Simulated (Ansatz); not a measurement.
**CH4Si (triplet): the correlation ladder at a displaced geometry (v2), cc-pVDZ**

Aim: climb from Hartree-Fock through coupled cluster for CH4Si (triplet) at one geometry and basis, and see what each rung misses.

Computed with Ansatz 0.2.0, Gaussian basis. Level: cc-pVDZ, core rule «outside noble gas», up to 6 orbitals frozen.

The runs, in order: UHF; CCSD(T) on ROHF; CCSD(T) on UHF; BCCD(T) on ROHF; CISD as a restricted active space (open shells left free, so some higher excitations enter); CCSDT(Q) on ROHF; CCSDT(Q) on UHF.

17 further runs of the same task are left out: 4 that didn't finish, 13 set aside as unsound or not needed. Runs told in other sessions of the task aren't counted.

**1. The system**

The geometry is a PBE0/def2-TZVP stationary point (not a proven minimum) with its atoms shifted at random (size 0.100 Å).

6 atoms, charge 0, spin multiplicity 3.

Atoms are counted from 1 here; the program's logs count them from 0.

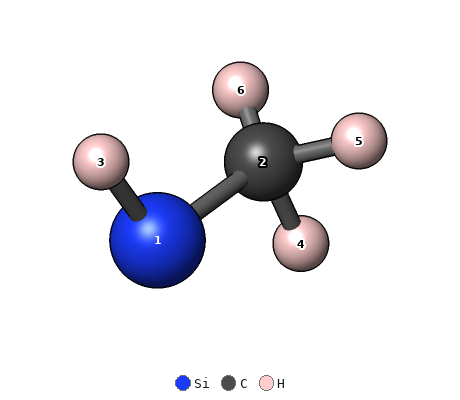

The geometry (silicon blue, carbon dark grey, hydrogen pink); atoms are numbered from 1 in the order of the file.

In the tables R marks a restricted open-shell determinant and U an unrestricted one; energies count from the table's Hartree-Fock row.

**2. UHF**

The input, in.yaml:

```yaml
crystal:
  periodic: [false, false, false]
  atoms:
    - {symbol: Si, position_ang: [0.048902, -0.082285, 0.646032]}
    - {symbol: C, position_ang: [-0.115972, 0.091677, -1.219591]}
    - {symbol: H, position_ang: [-0.039352, 1.128865, 1.483861]}
    - {symbol: H, position_ang: [0.043756, -0.986311, -1.668314]}
    - {symbol: H, position_ang: [0.831513, 0.518786, -1.651477]}
    - {symbol: H, position_ang: [-0.816587, 0.539049, -1.632512]}
basis:
  gaussian: {orbitals: cc-pVDZ}
magnetization: {spin_polarized: true, initial_magnetization: 2}
hamiltonian: {xc: hf}
output: {orbitals: {seedname: orbitals}}
```

Launch:

```console
$ ansatz run in.yaml --threads 1 --pin off --events-out ev --progress --plain --max-ram 2393MiB
```

Log:

```text
Functional definition: HF
  name "HF"
  cite "Fock, Z. Phys. 61, 126 (1930) doi:10.1007/BF01340294"
  parent pbe
  exchange = exact_x
  correlation = 0
486 factors; integrals over basis functions are off by at most 1.3e-3 eV
mean field evaluation 1: about -8951.2255 eV, gradient 1.5e1 eV
mean field evaluation 2: about -8951.2680 eV, gradient 1.5e1 eV
mean field evaluation 4: about -8953.0302 eV, gradient 2.1e0 eV
mean field evaluation 8: about -8953.1082 eV, gradient 3.8e-3 eV
mean field -8953.10823016 eV, -329.0206588235 hartree, gradient 7.9e-5 eV, S^2 2.004892; 0 other end points of the search recorded, 0 dependent functions left out
reference -8953.10823016 eV, -329.0206588235 hartree; 13, 11 occupied and 39, 41 virtual orbitals, 486 factors
Total energy: -8953.10823016 eV, -329.0206588235 hartree
```

Run time: 0.42 s. Hardware: 1 thread of AMD EPYC 7B13, shared host.

From the report: ⟨S²⟩ of the determinant 2.005 (pure triplet: 2.00).

**3. CCSD(T) on ROHF**

in.yaml: that of step 2 with these lines changed.

```diff
@@ -11,4 +11,3 @@
   gaussian: {orbitals: cc-pVDZ}
-magnetization: {spin_polarized: true, initial_magnetization: 2}
-hamiltonian: {xc: hf}
-output: {orbitals: {seedname: orbitals}}
+magnetization: {spin_polarized: false, initial_magnetization: 2}
+correlation: {method: ccsd_t, electrons: outside_noble_gas}
```

Same command.

Log, shortened:

```text
Functional definition: HF
  name "HF"
  cite "Fock, Z. Phys. 61, 126 (1930) doi:10.1007/BF01340294"
  parent pbe
[...]
486 factors; integrals over basis functions are off by at most 1.3e-3 eV
[...]
mean field -8953.06364765 eV, -329.0190204467 hartree, gradient 2.3e-6 eV, S^2 2.000000; 0 other end points of the search recorded, 0 dependent functions left out
6 core orbitals not correlated: weight in the atoms' cores, before any rotation towards them, 1.000 or more for the frozen orbitals, at most 0.000 for the correlated occupied ones
reference -8953.06364765 eV, -329.0190204467 hartree; 7, 5 occupied and 39, 41 virtual orbitals, 486 factors
second order -5.86062206 eV of doubles, -0.02926993 eV of singles
cycle   1  -6.54683219 eV  change   -6.6e-1 eV  update   6.1e-2
[...]
cycle  10  -6.81513640 eV  change   -3.4e-6 eV  update   8.8e-6
perturbative correction -0.17880662 eV, -0.0065710220 hartree
Total energy: -8960.05759067 eV, -329.2760431120 hartree
```

Wall time 1.7 s (1 thread of AMD EPYC 7B13, shared host).

From the report: correlation -6.9939 eV; T1 0.016; largest double amplitude 0.03.

**4. CCSD(T) on UHF**

in.yaml: that of step 3 with these lines changed.

```diff
@@ -11,3 +11,3 @@
   gaussian: {orbitals: cc-pVDZ}
-magnetization: {spin_polarized: false, initial_magnetization: 2}
+magnetization: {spin_polarized: true, initial_magnetization: 2}
 correlation: {method: ccsd_t, electrons: outside_noble_gas}
```

Same command.

Log, shortened:

```text
Functional definition: HF
  name "HF"
  cite "Fock, Z. Phys. 61, 126 (1930) doi:10.1007/BF01340294"
  parent pbe
[...]
486 factors; integrals over basis functions are off by at most 1.3e-3 eV
[...]
mean field -8953.10823016 eV, -329.0206588235 hartree, gradient 2.5e-6 eV, S^2 2.004892; 0 other end points of the search recorded, 0 dependent functions left out
6 core orbitals not correlated: weight in the atoms' cores, before any rotation towards them, 1.000 or more for the frozen orbitals, at most 0.000 for the correlated occupied ones
reference -8953.10823016 eV, -329.0206588235 hartree; 7, 5 occupied and 39, 41 virtual orbitals, 486 factors
second order -5.84996904 eV of doubles, -0.00000000 eV of singles
cycle   1  -6.50270155 eV  change   -6.5e-1 eV  update   6.1e-2
[...]
cycle  10  -6.77134605 eV  change   -2.8e-6 eV  update   8.2e-6
perturbative correction -0.17839116 eV, -0.0065557543 hartree
Total energy: -8960.05796737 eV, -329.2760569554 hartree
```

Wall time 1.5 s (1 thread of AMD EPYC 7B13, shared host).

From the report: ⟨S²⟩ of the determinant 2.005 (pure triplet: 2.00); correlation -6.9497 eV; T1 0.013; largest double amplitude 0.03.

**5. BCCD(T) on ROHF**

in.yaml: that of step 4 with these lines changed.

```diff
@@ -11,3 +11,3 @@
   gaussian: {orbitals: cc-pVDZ}
-magnetization: {spin_polarized: true, initial_magnetization: 2}
-correlation: {method: ccsd_t, electrons: outside_noble_gas}
+magnetization: {spin_polarized: false, initial_magnetization: 2}
+correlation: {method: bccd_t, electrons: outside_noble_gas}
```

Launched as before.

Log, shortened:

```text
Functional definition: HF
  name "HF"
  cite "Fock, Z. Phys. 61, 126 (1930) doi:10.1007/BF01340294"
  parent pbe
[...]
486 factors; integrals over basis functions are off by at most 1.3e-3 eV
[...]
mean field -8953.06364765 eV, -329.0190204467 hartree, gradient 2.3e-6 eV, S^2 2.000000; 0 other end points of the search recorded, 0 dependent functions left out
6 core orbitals not correlated: weight in the atoms' cores, before any rotation towards them, 1.000 or more for the frozen orbitals, at most 0.000 for the correlated occupied ones
reference -8953.06364765 eV, -329.0190204467 hartree; 7, 5 occupied and 39, 41 virtual orbitals, 486 factors
second order -5.86062206 eV of doubles, -0.02926993 eV of singles
cycle   1  -6.56028190 eV  change   -6.7e-1 eV  update   6.1e-2
[...]
cycle  10  -6.80882581 eV  change   -3.1e-6 eV  update   1.1e-5
perturbative correction -0.18546130 eV, -0.0068155770 hartree
Total energy: -8960.05793476 eV, -329.2760557570 hartree
```

Run time: 1.9 s. Hardware: 1 thread of AMD EPYC 7B13, shared host.

From the report: correlation -6.9943 eV; largest double amplitude 0.03.

**6. CISD as a restricted active space (open shells left free, so some higher excitations enter)**

in.yaml: that of step 5 with these lines changed.

```diff
@@ -12,2 +12,2 @@
 magnetization: {spin_polarized: false, initial_magnetization: 2}
-correlation: {method: bccd_t, electrons: outside_noble_gas}
+correlation: {active_space: {ras: {orbitals: [5, 2, 39], electrons: 12, max_holes: 2, max_particles: 2}, fixed_orbitals: true}}
```

Launched as before.

Log:

```text
Functional definition: HF
  name "HF"
  cite "Fock, Z. Phys. 61, 126 (1930) doi:10.1007/BF01340294"
  parent pbe
  exchange = exact_x
  correlation = 0
486 factors; integrals over basis functions are off by at most 1.3e-3 eV
mean field evaluation 1: about -8951.2420 eV, gradient 2.0e1 eV
mean field evaluation 2: about -8951.2829 eV, gradient 2.0e1 eV
mean field evaluation 4: about -8953.0189 eV, gradient 2.4e0 eV
mean field evaluation 8: about -8953.0636 eV, gradient 7.7e-2 eV
mean field -8953.06364765 eV, -329.0190204467 hartree, gradient 2.3e-6 eV, S^2 2.000000; 0 other end points of the search recorded, 0 dependent functions left out
reference -8953.06364765 eV, -329.0190204467 hartree; 13, 11 occupied and 39, 41 virtual orbitals, 486 factors
state -8959.36992597 eV, -329.2507719003 hartree
Total energy: -8959.36992597 eV, -329.2507719003 hartree
```

Run time: 3.8 s. Hardware: 1 thread of AMD EPYC 7B13, shared host.

From the report: 333,226 determinants.

**7. CCSDT(Q) on ROHF**

in.yaml: that of step 6 with these lines changed.

```diff
@@ -12,2 +12,2 @@
 magnetization: {spin_polarized: false, initial_magnetization: 2}
-correlation: {active_space: {ras: {orbitals: [5, 2, 39], electrons: 12, max_holes: 2, max_particles: 2}, fixed_orbitals: true}}
+correlation: {method: ccsdt_q, electrons: outside_noble_gas}
```

Launched as before.

Log, shortened:

```text
Functional definition: HF
  name "HF"
  cite "Fock, Z. Phys. 61, 126 (1930) doi:10.1007/BF01340294"
  parent pbe
[...]
1003 factors; integrals over basis functions are off by at most 2.4e-7 eV
[...]
mean field -8953.06369873 eV, -329.0190223238 hartree, gradient 2.2e-6 eV, S^2 2.000000; 0 other end points of the search recorded, 0 dependent functions left out
6 core orbitals not correlated: weight in the atoms' cores, before any rotation towards them, 1.000 or more for the frozen orbitals, at most 0.000 for the correlated occupied ones
reference -8953.06369873 eV, -329.0190223238 hartree; 7, 5 occupied and 39, 41 virtual orbitals, 1003 factors
second order -5.86064367 eV of doubles, -0.02926997 eV of singles
cycle   1  -6.54680987 eV  change   -6.6e-1 eV  update   7.0e-2
[...]
cycle  14  -7.01761534 eV  change   -1.4e-6 eV  update   9.7e-7
perturbative correction -0.00887187 eV, -0.0003260352 hartree
Total energy: -8960.09018594 eV, -329.2772409662 hartree
```

Wall time 91 s (1 thread of AMD EPYC 7B13, shared host); peak memory 0.87 GiB.

From the report: correlation -7.0265 eV; T1 0.016; largest double amplitude 0.03.

**8. CCSDT(Q) on UHF**

in.yaml: that of step 7 with these lines changed.

```diff
@@ -11,3 +11,3 @@
   gaussian: {orbitals: cc-pVDZ}
-magnetization: {spin_polarized: false, initial_magnetization: 2}
+magnetization: {spin_polarized: true, initial_magnetization: 2}
 correlation: {method: ccsdt_q, electrons: outside_noble_gas}
```

The command is unchanged.

Log, shortened:

```text
Functional definition: HF
  name "HF"
  cite "Fock, Z. Phys. 61, 126 (1930) doi:10.1007/BF01340294"
  parent pbe
[...]
1003 factors; integrals over basis functions are off by at most 2.4e-7 eV
[...]
mean field -8953.10828126 eV, -329.0206607016 hartree, gradient 2.5e-6 eV, S^2 2.004892; 0 other end points of the search recorded, 0 dependent functions left out
6 core orbitals not correlated: weight in the atoms' cores, before any rotation towards them, 1.000 or more for the frozen orbitals, at most 0.000 for the correlated occupied ones
reference -8953.10828126 eV, -329.0206607016 hartree; 7, 5 occupied and 39, 41 virtual orbitals, 1003 factors
second order -5.84999045 eV of doubles, -0.00000000 eV of singles
cycle   1  -6.50267922 eV  change   -6.5e-1 eV  update   7.0e-2
[...]
cycle  14  -6.97334641 eV  change   -1.4e-6 eV  update   9.3e-7
perturbative correction -0.00909987 eV, -0.0003344142 hartree
Total energy: -8960.09072755 eV, -329.2772608697 hartree
```

Wall time 78 s (1 thread of AMD EPYC 7B13, shared host); peak memory 0.73 GiB.

From the report: ⟨S²⟩ of the determinant 2.005 (pure triplet: 2.00); correlation -6.9824 eV; T1 0.013; largest double amplitude 0.03.

**9. The ladder**

The yardstick is UCCSDT(Q), where the cluster series has nearly closed. Rows without a time are mean-field rows or come out of runs for another level: lower rungs of the coupled-cluster runs, or the Hartree-Fock search.

Differences are taken before rounding.

```
   method  energy from the lowest ROHF (meV)  from UCCSDT(Q) (meV)   time
      ROHF                               0.0               +7027.1       
      UHF                             -44.6               +6982.5       
     RMP2                           -5889.9               +1137.2       
     UMP2                           -5894.6               +1132.5       
     CISD                           -6306.3                +720.8  3.8 s
    RCCSD                           -6815.1                +211.9       
    UCCSD                           -6815.9                +211.2       
 RCCSD(T)                           -6993.9                 +33.1  1.7 s
 UCCSD(T)                           -6994.3                 +32.8  1.5 s
  BCCD(T)                           -6994.3                 +32.8  1.9 s
   RCCSDT                           -7017.7                  +9.4       
   UCCSDT                           -7018.0                  +9.1       
RCCSDT(Q)                           -7026.5                  +0.5   91 s
UCCSDT(Q)                           -7027.1                     0   78 s
```

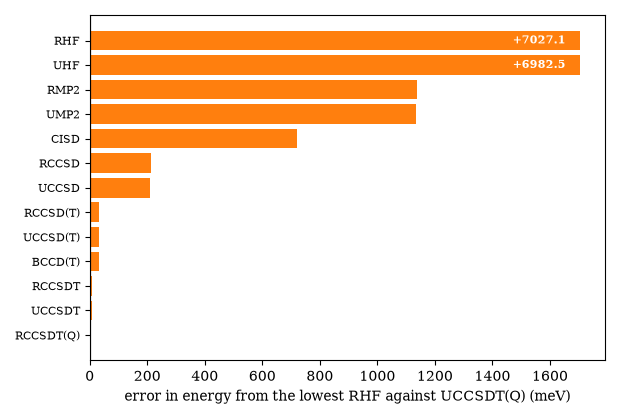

Error of each method against UCCSDT(Q). Bars with a number in them are cut short.

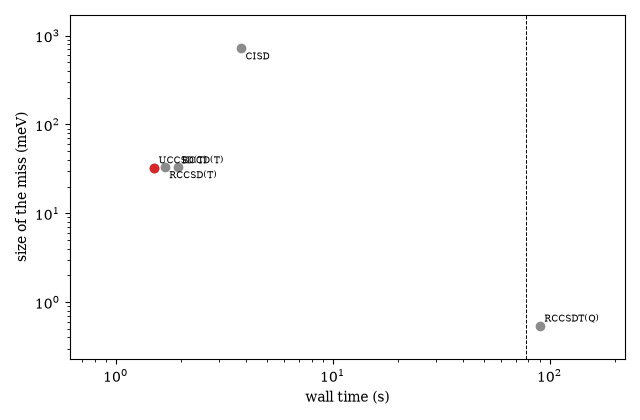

Accuracy for the time spent; red marks the levels that beat every quicker one drawn (of those quicker than the yardstick), and the dashed line is the time of UCCSDT(Q). Times are from a shared host.

**10. Summary of results**

```
                         quantity                                                   value
    UCCSDT(Q) from the ROHF energy                                              -7.0271 eV
              RMP2 from UCCSDT(Q)                                             +1137.2 meV
              UMP2 from UCCSDT(Q)                                             +1132.5 meV
             RCCSD from UCCSDT(Q)                                              +211.9 meV
          RCCSD(T) from UCCSDT(Q)                                               +33.1 meV
          UCCSD(T) from UCCSDT(Q)                                               +32.8 meV
         RCCSDT(Q) from UCCSDT(Q)                                                +0.5 meV
levels within 1 kcal/mol (43 meV)  RCCSD(T), UCCSD(T), BCCD(T), RCCSDT, UCCSDT, RCCSDT(Q)
                    T1 diagnostic                                                   0.016
```

In words: RCCSD(T) misses by +33.1 meV, 0.5 % of the correlation energy. These misses are within one basis, not against nature; the frozen cores of restricted and unrestricted runs differ, which can shift their rows.

With open shells the CI space here admits some higher excitations, so it is larger than plain CISD.

UCCSD(T) reaches 32.8 meV from the reference in 1.5 s, where UCCSDT(Q) took 78 s.
